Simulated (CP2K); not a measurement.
# BF (SMILES [B]F) at revPBE-D3(BJ)/TZV2P-MOLOPT-PBE-GTH (core potential)

What is the energy change on altering one bond length of BF at revPBE-D3(BJ)/TZV2P-MOLOPT-PBE-GTH (core potential)? 

Program for the calculation: CP2K 2026.2.

### 1 Starting point

BF has 2 atoms, charge 0, and is taken as a singlet. SMILES: `[B]F`. The coordinates come from a PBE0-D4/def2-TZVP relaxation.

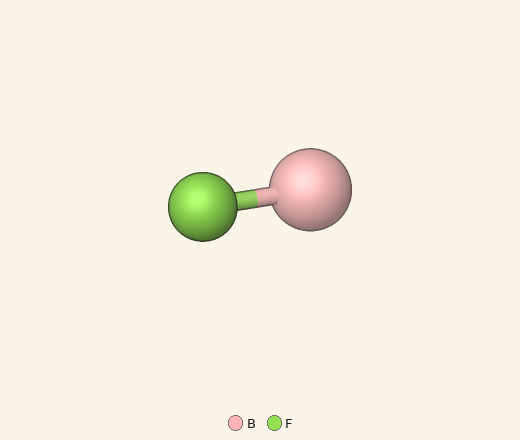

The structure, seen from a chosen angle (boron pink, fluorine green).

### 2 A single-point energy at revPBE-D3(BJ)/TZV2P-MOLOPT-PBE-GTH (core potential)

File mol.inp:

```
&GLOBAL
 PROJECT_NAME mol
 RUN_TYPE ENERGY
 PRINT_LEVEL MEDIUM
&END
&FORCE_EVAL
 METHOD QS
 &DFT
  BASIS_SET_FILE_NAME BASIS_MOLOPT_UZH
  POTENTIAL_FILE_NAME POTENTIAL_UZH
  &QS
   METHOD GPW
   EPS_DEFAULT 1.0E-10
  &END
  &MGRID
   CUTOFF 400
   REL_CUTOFF 50
   NGRIDS 4
  &END
  &POISSON
   PERIODIC NONE
   POISSON_SOLVER WAVELET
  &END
  &SCF
   SCF_GUESS ATOMIC
   EPS_SCF 1.0E-06
   MAX_SCF 50
   &OT
    MINIMIZER DIIS
    PRECONDITIONER FULL_SINGLE_INVERSE
   &END
   &OUTER_SCF
    EPS_SCF 1.0E-06
    MAX_SCF 8
   &END
  &END
  &XC
   &XC_FUNCTIONAL
    &PBE
     PARAMETRIZATION REVPBE
    &END
   &END
   &VDW_POTENTIAL
    POTENTIAL_TYPE PAIR_POTENTIAL
    &PAIR_POTENTIAL
     TYPE DFTD3(BJ)
     PARAMETER_FILE_NAME dftd3.dat
     REFERENCE_FUNCTIONAL revPBE
     R_CUTOFF 15
    &END
   &END
  &END
  &PRINT
   &MOMENTS
    PERIODIC F
    REFERENCE COM
    MAX_MOMENT 1
   &END
   &MO_CUBES
    NLUMO 3
    NHOMO -1
    WRITE_CUBE F
   &END
   &HIRSHFELD OFF
   &END
  &END
 &END
 &SUBSYS
  &CELL
   ABC 11.3 11.3 11.3
   PERIODIC NONE
  &END
  &COORD
   B      0.000000     0.000000    -0.009350
   F      0.000000     0.000000     1.253740
  &END
  &TOPOLOGY
   &CENTER_COORDINATES
   &END
  &END
  &KIND B
   BASIS_SET TZV2P-MOLOPT-PBE-GTH-q3
   POTENTIAL GTH-PBE-q3
  &END
  &KIND F
   BASIS_SET TZV2P-MOLOPT-PBE-GTH-q7
   POTENTIAL GTH-PBE-q7
  &END
 &END
&END
```

On the command line:

```console
$ OMP_NUM_THREADS=1 cp2k.psmp mol.inp > mol.out
```

What it wrote, shortened:

```text
CP2K| version string:                                       CP2K version 2026.2
[...]
 GLOBAL| Method name                                                        CP2K
[...]
 GLOBAL| Run type                                                         ENERGY
[...]
 DFT| Spin restricted Kohn-Sham (RKS) calculation                            RKS
 DFT| Multiplicity                                                             1
[...]
 DFT| Charge                                                                   0
[...]
 FUNCTIONAL| PBE:
[...]
 QS| Method:                                                                 GPW
[...]
 QS| Density cutoff [a.u.]:                                                200.0
[...]
 QS| Relative density cutoff [a.u.]:                                        25.0
[...]
                             - Atoms:                                          2
[...]
                             - Spherical basis functions:                     58
[...]
 Number of electrons:                                                         10
[...]
     1 OT DIIS     0.80E-01    2.6     0.34022595       -25.5953356787 -2.56E+01
[...]
    25 OT DIIS     0.80E-01    2.2     0.00000077       -27.0492160455 -8.36E-11
  *** SCF run converged in    25 steps ***
[...]
  Overlap energy of the core charge distribution:               0.00000357234446
  Self energy of the core charge distribution:                -70.40768199612944
  Core Hamiltonian energy:                                     19.92073356476447
  Hartree energy:                                              29.06667860416649
  Exchange-correlation energy:                                 -5.62804663339328
  Dispersion energy:                                           -0.00090315721071
  Total energy:                                               -27.04921604545801
[...]
                     Mulliken Population Analysis
 #  Atom  Element  Kind  Atomic population                           Net charge
       1     B        1          2.852350                              0.147650
       2     F        2          7.147650                             -0.147650
 # Total charge                             10.000000                  0.000000
[...]
  Dipole moment [Debye]
    X= -0.5933588E-05 Y=  0.3775339E-04 Z=  0.1089202E+01  Total=      1.0892019
[...]
 HOMO - LUMO gap [eV] :    4.726375
 ENERGY| Total FORCE_EVAL ( QS ) energy [hartree]            -27.049216045458010
[...]
```

Run time: 57 s. Hardware: 1 thread of Arm Neoverse V1, shared host; peak memory 0.92 GiB.

### 3 The distorted shape

File molecule.xyz:

```xyz
2

B      0.000000     0.000000    -0.198860
F      0.000000     0.000000     1.253740
```

File calc.inp:

```
&FORCE_EVAL
  METHOD Quickstep
  &DFT
    BASIS_SET_FILE_NAME BASIS_MOLOPT_UZH
    POTENTIAL_FILE_NAME POTENTIAL_UZH
    ! Quickstep
    &QS
      METHOD GPW
      EPS_DEFAULT 1.0E-10
    &END QS
    ! real-space grids
    &MGRID
      CUTOFF 400
      REL_CUTOFF 50
      NGRIDS 4
    &END MGRID
    &POISSON
      PERIODIC NONE
      POISSON_SOLVER WAVELET
    &END POISSON
    ! SCF settings
    &SCF
      SCF_GUESS ATOMIC
      EPS_SCF 1.0E-06
      MAX_SCF 100
      ADDED_MOS 5
      &DIAGONALIZATION
        ALGORITHM STANDARD
      &END DIAGONALIZATION
      &MIXING
        METHOD PULAY_MIXING
        ALPHA 0.2
        NBUFFER 4
      &END MIXING
    &END SCF
    &XC
      &XC_FUNCTIONAL
        &PBE
          PARAMETRIZATION REVPBE
        &END PBE
      &END XC_FUNCTIONAL
      &VDW_POTENTIAL
        POTENTIAL_TYPE PAIR_POTENTIAL
        &PAIR_POTENTIAL
          TYPE DFTD3(BJ)
          PARAMETER_FILE_NAME dftd3.dat
          REFERENCE_FUNCTIONAL revPBE
          R_CUTOFF 15
        &END PAIR_POTENTIAL
      &END VDW_POTENTIAL
    &END XC
    &PRINT
      &MOMENTS
        PERIODIC F
        REFERENCE COM
        MAX_MOMENT 1
      &END MOMENTS
      &MO ON
        ENERGIES T
        OCCUPATION_NUMBERS T
        NDIGITS 6
        &EACH
          QS_SCF 0
        &END EACH
        ADD_LAST NUMERIC
      &END MO
      &HIRSHFELD OFF
      &END HIRSHFELD
    &END PRINT
  &END DFT
  ! atoms, cell and kinds
  &SUBSYS
    &CELL
      ABC 11.5 11.5 11.5
      PERIODIC NONE
    &END CELL
    &TOPOLOGY
      COORD_FILE_NAME molecule.xyz
      COORD_FILE_FORMAT XYZ
      &CENTER_COORDINATES
      &END CENTER_COORDINATES
    &END TOPOLOGY
    &KIND B
      BASIS_SET TZV2P-MOLOPT-PBE-GTH-q3
      POTENTIAL GTH-PBE-q3
    &END KIND
    &KIND F
      BASIS_SET TZV2P-MOLOPT-PBE-GTH-q7
      POTENTIAL GTH-PBE-q7
    &END KIND
  &END SUBSYS
&END FORCE_EVAL

&GLOBAL
  PROJECT calc
  RUN_TYPE ENERGY
  PRINT_LEVEL MEDIUM
&END GLOBAL
```

On the command line:

```console
$ OMP_NUM_THREADS=1 cp2k.psmp -i calc.inp > calc.out 2>&1
```

What it wrote, shortened:

```text
CP2K| version string:                                       CP2K version 2026.2
[...]
 GLOBAL| Method name                                                        CP2K
[...]
 GLOBAL| Run type                                                         ENERGY
[...]
 DFT| Spin restricted Kohn-Sham (RKS) calculation                            RKS
 DFT| Multiplicity                                                             1
[...]
 DFT| Charge                                                                   0
[...]
 FUNCTIONAL| PBE:
[...]
 QS| Method:                                                                 GPW
[...]
 QS| Density cutoff [a.u.]:                                                200.0
[...]
 QS| Relative density cutoff [a.u.]:                                        25.0
[...]
                             - Atoms:                                          2
[...]
                             - Spherical basis functions:                     58
[...]
 Number of electrons:                                                         10
[...]
     1 NoMix/Diag. 0.20E+00    3.0     0.45890133       -26.9077695292 -2.69E+01
[...]
    15 Pulay/Diag. 0.20E+00    2.8     0.00000068       -27.0333259152 -9.58E-06
  *** SCF run converged in    15 steps ***
[...]
  Overlap energy of the core charge distribution:               0.00000004337777
  Self energy of the core charge distribution:                -70.40768199612944
  Core Hamiltonian energy:                                     19.63164855849375
  Hartree energy:                                              29.30034375354389
  Exchange-correlation energy:                                 -5.55673453991675
  Dispersion energy:                                           -0.00090173457198
  Total energy:                                               -27.03332591520276
[...]
                     Mulliken Population Analysis
 #  Atom  Element  Kind  Atomic population                           Net charge
       1     B        1          2.713526                              0.286474
       2     F        2          7.286474                             -0.286474
 # Total charge                             10.000000                  0.000000
[...]
  Dipole moment [Debye]
    X=  0.1743042E-06 Y=  0.1743042E-06 Z=  0.9814010E-01  Total=      0.0981401
 ENERGY| Total FORCE_EVAL ( QS ) energy [hartree]            -27.033325915202756
[...]
```

Wall time 45 s (1 thread of Arm Neoverse V1, shared host); peak memory 1.5 GiB.

### 4 What came out

Level: revPBE-D3(BJ)/TZV2P-MOLOPT-PBE-GTH (core potential).

```
                                                         quantity         value
                                        first shape: total energy  -27.04922 Eh
                                       first shape: dipole moment        1.09 D
                                         first shape: HOMO energy      -6.69 eV
                                         first shape: LUMO energy      -1.96 eV
                                       first shape: HOMO–LUMO gap       4.73 eV
                                   first shape: dispersion energy  -2.37 kJ/mol
                                    distorted shape: total energy  -27.03333 Eh
                                   distorted shape: dipole moment        0.10 D
                                     distorted shape: HOMO energy      -7.30 eV
                                     distorted shape: LUMO energy      -2.81 eV
                                   distorted shape: HOMO–LUMO gap       4.49 eV
                               distorted shape: dispersion energy  -2.37 kJ/mol
energy change with the B1–F2 bond stretched from 1.263 to 1.453 Å      0.432 eV
```

In words: With the B1–F2 bond stretched from 1.263 to 1.453 Å the energy rises by 0.43 eV (10.0 kcal/mol). The first shape isn't relaxed at this level, so the change isn't measured from a minimum.
